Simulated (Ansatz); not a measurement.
# MgTiF6 (R-3): what size, symmetry and threads cost in G0W0, part 2 of 2

How does the cost of G0W0 grow with the cell? The test case is MgTiF6 (R-3).

Ansatz 0.2.0; G0W0 on r2SCAN, plane waves, PAW. Known limits of the many-body steps: not at the basis limit; coarse k mesh.

So far. Step 7 (8 threads, 2×2×2 mesh): Against the run with 2×2×2 mesh, 110 empty bands, screening to 60 eV, the gap moves by +0.000 eV. Step 8 (16 atoms (1×1×2 cells), 2×2×1 mesh): The gap on the mesh goes from 5.32 eV to 9.68 eV, a correction of +4.36 eV. The program marks an edge row as in doubt. Between the two edge states, bare exchange in place of the xc potential would open the gap by 15.90 eV, and correlation takes back 11.54 eV.

**9. 32 atoms (2×1×2 cells), 1×2×1 mesh**

The input, input.yaml:

```yaml
crystal:
  lattice:
    - [5.2165601878, 3.0117824288, 8.889015128]
    - [-2.6082800939, 1.5058912144, 4.444507564]
    - [0.0, -6.0235648574, 8.889015128]
  atoms:
    - { symbol: Mg, position: [0.25, 0.5, 0.25] }
    - { symbol: Ti, position: [0.0, 0.0, 0.0] }
    - { symbol: F, position: [0.335808825, 0.84245558, 0.121122165] }
    - { symbol: F, position: [0.42122779, 0.24224433, 0.335808825] }
    - { symbol: F, position: [0.378877835, 0.32838235, 0.07877221] }
    - { symbol: F, position: [0.07877221, 0.75775567, 0.164191175] }
    - { symbol: F, position: [0.164191175, 0.15754442, 0.378877835] }
    - { symbol: F, position: [0.121122165, 0.67161765, 0.42122779] }
    - { symbol: Mg, position: [0.25, 0.5, 0.75] }
    - { symbol: Ti, position: [0.0, 0.0, 0.5] }
    - { symbol: F, position: [0.335808825, 0.84245558, 0.621122165] }
    - { symbol: F, position: [0.42122779, 0.24224433, 0.835808825] }
    - { symbol: F, position: [0.378877835, 0.32838235, 0.57877221] }
    - { symbol: F, position: [0.07877221, 0.75775567, 0.664191175] }
    - { symbol: F, position: [0.164191175, 0.15754442, 0.878877835] }
    - { symbol: F, position: [0.121122165, 0.67161765, 0.92122779] }
    - { symbol: Mg, position: [0.75, 0.5, 0.25] }
    - { symbol: Ti, position: [0.5, 0.0, 0.0] }
    - { symbol: F, position: [0.835808825, 0.84245558, 0.121122165] }
    - { symbol: F, position: [0.92122779, 0.24224433, 0.335808825] }
    - { symbol: F, position: [0.878877835, 0.32838235, 0.07877221] }
    - { symbol: F, position: [0.57877221, 0.75775567, 0.164191175] }
    - { symbol: F, position: [0.664191175, 0.15754442, 0.378877835] }
    - { symbol: F, position: [0.621122165, 0.67161765, 0.42122779] }
    - { symbol: Mg, position: [0.75, 0.5, 0.75] }
    - { symbol: Ti, position: [0.5, 0.0, 0.5] }
    - { symbol: F, position: [0.835808825, 0.84245558, 0.621122165] }
    - { symbol: F, position: [0.92122779, 0.24224433, 0.835808825] }
    - { symbol: F, position: [0.878877835, 0.32838235, 0.57877221] }
    - { symbol: F, position: [0.57877221, 0.75775567, 0.664191175] }
    - { symbol: F, position: [0.664191175, 0.15754442, 0.878877835] }
    - { symbol: F, position: [0.621122165, 0.67161765, 0.92122779] }
kpoints:
  mp_grid: { grid: [1, 2, 1] }
hamiltonian:
  xc: r2scan
scf:
  occupations: { method: fixed }
gw:
  n_empty_bands: 440
  ecut_chi: 60.0
  qp_bands: [v1, c1]
  qp_kpoints: band_edges
  screening: { model: contour_deformation }
```

Started as:

```bash
ansatz run input.yaml --threads 16 --pin off --max-ram 36864MiB --backend cpu --events-out ev --progress --plain --runs-dir out
```

Numbers of over 12 decimals in the logs are rounded to 6 here.

The log of the run:

```text
[...]
Crystal: 32 atoms, lattice volume = 418.970 Å³
Basis set: ecut = 500 eV, 10605 PW (Γ), exchange–correlation on 320×160×320 points (64 copies of the dense FFT grid, shifted against one another)
Bands: 160, of which v1, the nominal top of the filled ones, is band 128 counted from 1 (127 counted from 0)
Symmetry: 8 space group operations
[...]
k-points: 2
[...]
k-point 1: bands = [... 124 lower, -0.4213, -0.3235, -0.2254, -0.2254, 5.1391, 5.1391, 5.1568, 5.1907, ... 28 higher]
[...]
0   128     -0.1809   -32.2194     5.6758   -25.0533  0.7724    -1.7112    -1.6712  root
     0   129      5.1391   -14.3163    -5.8628   -23.0455  0.7759     8.1498     8.0055  root ?
     1   128     -0.2254   -32.1537     5.6623   -24.9994  0.7722    -1.7578    -1.7175  root
     1   129      5.1391   -14.3163    -5.8629   -23.0455  0.7759     8.1498     8.0054  root ?
[key lines of the parts left out:]
SCF converged after 8 iterations
Free energy (F): -37208.135601 eV
Fermi energy:    -0.180934 eV
```

Elapsed: 27 s, on 16 threads of Arm Neoverse V2, shared host; peak memory 3.4 GiB.

Numbers from this step:

| Item | Value |
| --- | --- |
| bands summed | 568 |
| RPA ε∞ on this mesh (eigenvalues) | 2.159, 2.159, 2.180 |
| plane waves in the screening matrix | 449 |
| G0W0 gap on the mesh | 9.677 eV |
| k of the valence top | 0, 0, 0 |
| k of the conduction bottom | 0, -0.5, 0 |
| starting gap on the mesh | 5.320 eV |
| least direct G0W0 gap on the computed points | 9.677 eV |

The gap on the mesh goes from 5.32 eV to 9.68 eV, a correction of +4.36 eV. The program marks an edge row as in doubt. Between the two edge states, bare exchange in place of the xc potential would open the gap by 15.90 eV, and correlation takes back 11.54 eV.

**10. 64 atoms (2×2×2 cells), 1×1×1 mesh**

The input, input.yaml:

```yaml
crystal:
  lattice:
    - [5.2165601878, 3.0117824288, 8.889015128]
    - [-5.2165601878, 3.0117824288, 8.889015128]
    - [0.0, -6.0235648574, 8.889015128]
  atoms:
    - { symbol: Mg, position: [0.25, 0.25, 0.25] }
    - { symbol: Ti, position: [0.0, 0.0, 0.0] }
    - { symbol: F, position: [0.335808825, 0.42122779, 0.121122165] }
    - { symbol: F, position: [0.42122779, 0.121122165, 0.335808825] }
    - { symbol: F, position: [0.378877835, 0.164191175, 0.07877221] }
    - { symbol: F, position: [0.07877221, 0.378877835, 0.164191175] }
    - { symbol: F, position: [0.164191175, 0.07877221, 0.378877835] }
    - { symbol: F, position: [0.121122165, 0.335808825, 0.42122779] }
    - { symbol: Mg, position: [0.25, 0.25, 0.75] }
    - { symbol: Ti, position: [0.0, 0.0, 0.5] }
    - { symbol: F, position: [0.335808825, 0.42122779, 0.621122165] }
    - { symbol: F, position: [0.42122779, 0.121122165, 0.835808825] }
    - { symbol: F, position: [0.378877835, 0.164191175, 0.57877221] }
    - { symbol: F, position: [0.07877221, 0.378877835, 0.664191175] }
    - { symbol: F, position: [0.164191175, 0.07877221, 0.878877835] }
    - { symbol: F, position: [0.121122165, 0.335808825, 0.92122779] }
    - { symbol: Mg, position: [0.25, 0.75, 0.25] }
    - { symbol: Ti, position: [0.0, 0.5, 0.0] }
    - { symbol: F, position: [0.335808825, 0.92122779, 0.121122165] }
    - { symbol: F, position: [0.42122779, 0.621122165, 0.335808825] }
    - { symbol: F, position: [0.378877835, 0.664191175, 0.07877221] }
    - { symbol: F, position: [0.07877221, 0.878877835, 0.164191175] }
    - { symbol: F, position: [0.164191175, 0.57877221, 0.378877835] }
    - { symbol: F, position: [0.121122165, 0.835808825, 0.42122779] }
    - { symbol: Mg, position: [0.25, 0.75, 0.75] }
    - { symbol: Ti, position: [0.0, 0.5, 0.5] }
    - { symbol: F, position: [0.335808825, 0.92122779, 0.621122165] }
    - { symbol: F, position: [0.42122779, 0.621122165, 0.835808825] }
    - { symbol: F, position: [0.378877835, 0.664191175, 0.57877221] }
    - { symbol: F, position: [0.07877221, 0.878877835, 0.664191175] }
    - { symbol: F, position: [0.164191175, 0.57877221, 0.878877835] }
    - { symbol: F, position: [0.121122165, 0.835808825, 0.92122779] }
    - { symbol: Mg, position: [0.75, 0.25, 0.25] }
    - { symbol: Ti, position: [0.5, 0.0, 0.0] }
    - { symbol: F, position: [0.835808825, 0.42122779, 0.121122165] }
    - { symbol: F, position: [0.92122779, 0.121122165, 0.335808825] }
    - { symbol: F, position: [0.878877835, 0.164191175, 0.07877221] }
    - { symbol: F, position: [0.57877221, 0.378877835, 0.164191175] }
    - { symbol: F, position: [0.664191175, 0.07877221, 0.378877835] }
    - { symbol: F, position: [0.621122165, 0.335808825, 0.42122779] }
    - { symbol: Mg, position: [0.75, 0.25, 0.75] }
    - { symbol: Ti, position: [0.5, 0.0, 0.5] }
    - { symbol: F, position: [0.835808825, 0.42122779, 0.621122165] }
    - { symbol: F, position: [0.92122779, 0.121122165, 0.835808825] }
    - { symbol: F, position: [0.878877835, 0.164191175, 0.57877221] }
    - { symbol: F, position: [0.57877221, 0.378877835, 0.664191175] }
    - { symbol: F, position: [0.664191175, 0.07877221, 0.878877835] }
    - { symbol: F, position: [0.621122165, 0.335808825, 0.92122779] }
    - { symbol: Mg, position: [0.75, 0.75, 0.25] }
    - { symbol: Ti, position: [0.5, 0.5, 0.0] }
    - { symbol: F, position: [0.835808825, 0.92122779, 0.121122165] }
    - { symbol: F, position: [0.92122779, 0.621122165, 0.335808825] }
    - { symbol: F, position: [0.878877835, 0.664191175, 0.07877221] }
    - { symbol: F, position: [0.57877221, 0.878877835, 0.164191175] }
    - { symbol: F, position: [0.664191175, 0.57877221, 0.378877835] }
    - { symbol: F, position: [0.621122165, 0.835808825, 0.42122779] }
    - { symbol: Mg, position: [0.75, 0.75, 0.75] }
    - { symbol: Ti, position: [0.5, 0.5, 0.5] }
    - { symbol: F, position: [0.835808825, 0.92122779, 0.621122165] }
    - { symbol: F, position: [0.92122779, 0.621122165, 0.835808825] }
    - { symbol: F, position: [0.878877835, 0.664191175, 0.57877221] }
    - { symbol: F, position: [0.57877221, 0.878877835, 0.664191175] }
    - { symbol: F, position: [0.664191175, 0.57877221, 0.878877835] }
    - { symbol: F, position: [0.621122165, 0.835808825, 0.92122779] }
kpoints:
  mp_grid: { grid: [1, 1, 1] }
hamiltonian:
  xc: r2scan
scf:
  occupations: { method: fixed }
gw:
  n_empty_bands: 880
  ecut_chi: 60.0
  qp_bands: [v1, c1]
  qp_kpoints: band_edges
  screening: { model: contour_deformation }
```

The log of the run:

```text
[...]
Crystal: 64 atoms, lattice volume = 837.940 Å³
Basis set: ecut = 500 eV, 21237 PW (Γ), exchange–correlation on 320×320×320 points (64 copies of the dense FFT grid, shifted against one another)
Bands: 320, of which v1, the nominal top of the filled ones, is band 256 counted from 1 (255 counted from 0)
Symmetry: 48 space group operations
[...]
k-points: 1
[...]
--- Band table (eV) ---
  k-point 0: bands = [... 252 lower, -0.2254, -0.2254, -0.1809, -0.1809, 5.1391, 5.1391, 5.1391, 5.1473, ... 60 higher]
[...]
gw.qp_kpoints: band_edges: 1 of 1 stored k-point solved, in 1 pass; an edge of the gap read off the rows below is read off those points alone
[...]
0   256     -0.1809   -32.2194     5.6758   -25.0533  0.7724    -1.7112    -1.6712  root
     0   257      5.1391   -14.3163    -5.8629   -23.0455  0.7759     8.1498     8.0055  root ?
[key lines of the parts left out:]
SCF converged after 8 iterations
Free energy (F): -74416.271203 eV
Fermi energy:    -0.180943 eV
```

The job ended after 64 s (16 threads; peak memory 7.4 GiB).

Numbers from this step:

```yaml
bands_summed: 1136
rpa_eps_infinity_on_this_mesh_eigenvalues: 2.159, 2.159, 2.180
plane_waves_in_the_screening_matrix: 893
g0w0_gap_on_the_mesh: 9.677 eV
k_of_the_valence_top: 0, 0, 0
k_of_the_conduction_bottom: 0, 0, 0
starting_gap_on_the_mesh: 5.320 eV
least_direct_g0w0_gap_on_the_computed_points: 9.677 eV
```

The gap on the mesh goes from 5.32 eV to 9.68 eV, a correction of +4.36 eV. The program marks an edge row as in doubt. Between the two edge states, bare exchange in place of the xc potential would open the gap by 15.90 eV, and correlation takes back 11.54 eV.

**11. The runs together**

A supercell on the folded mesh samples the same points as the primitive cell, so the gap should stay. Times are wall times on shared hardware, named with each run.

```csv
run,mesh,irreducible k,bands,screening plane waves,threads,gap (eV),time,CPU time,host memory (GiB)
8 atoms (1×1×1 cells),2×2×2,4,142,113,16,9.676,2.6 s,25 s,0.73
no symmetry,2×2×2,8,142,113,16,9.676,5.1 s,57 s,0.96
1 thread,2×2×2,4,142,113,1,9.676,17 s,17 s,0.52
2 threads,2×2×2,4,142,113,2,9.676,8.9 s,17 s,0.59
4 threads,2×2×2,4,142,113,4,9.676,5 s,18 s,0.72
8 threads,2×2×2,4,142,113,8,9.676,3.9 s,21 s,0.71
16 atoms (1×1×2 cells),2×2×1,4,284,225,16,9.677,9.2 s,1.8 min,1.8
32 atoms (2×1×2 cells),1×2×1,2,568,449,16,9.677,27 s,5.1 min,3.4
64 atoms (2×2×2 cells),1×1×1,1,1136,893,16,9.677,64 s,14 min,7.4
```

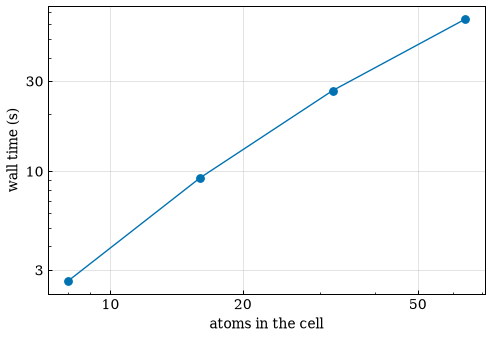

Wall time against the size of the cell.

**12. What came out**

```json
{
  "8 atoms (1×1×1 cells)": "2.6 s, gap 9.68 eV",
  "no symmetry": "5.1 s, gap 9.68 eV",
  "1 thread": "17 s, gap 9.68 eV",
  "2 threads": "8.9 s, gap 9.68 eV",
  "4 threads": "5 s, gap 9.68 eV",
  "8 threads": "3.9 s, gap 9.68 eV",
  "16 atoms (1×1×2 cells)": "9.2 s, gap 9.68 eV",
  "32 atoms (2×1×2 cells)": "27 s, gap 9.68 eV",
  "64 atoms (2×2×2 cells)": "64 s, gap 9.68 eV"
}
```

In words: From 8 to 64 atoms the gap stays within 0.000 eV, while the time grows 24-fold. Over the last step it grows as about the power 1.3 of the size; fewer k points offset part of the fourth-power cost of the screening. Without symmetry the mesh holds 8 points in place of 4, the time changes by less than twofold and the gap changes by +0.000 eV. Going from 1 to 16 threads speeds the run 6.4-fold, an efficiency of about 40 %. The host was shared, so single times are good to a factor of about two.

[Paths, hosts, dates, memory and timing lines, banners, echoed tables and standing remarks are left out of the program output.]

[Logs are printed without paths, hosts, clocks, repeated set-up lines and the standing remarks that a program may print on its own settings, such as how far it seeks lower states.]

[Runs of the session that timed out or met a known fault of the program may be left out.]

[Cells called generated may have been cut or substituted from an entry of the Crystallography Open Database or the Materials Project.]

[Hosts, paths, dates, database ids (printed as entryN), source tags and the programs' standing remarks are cut or masked in the printed files.]
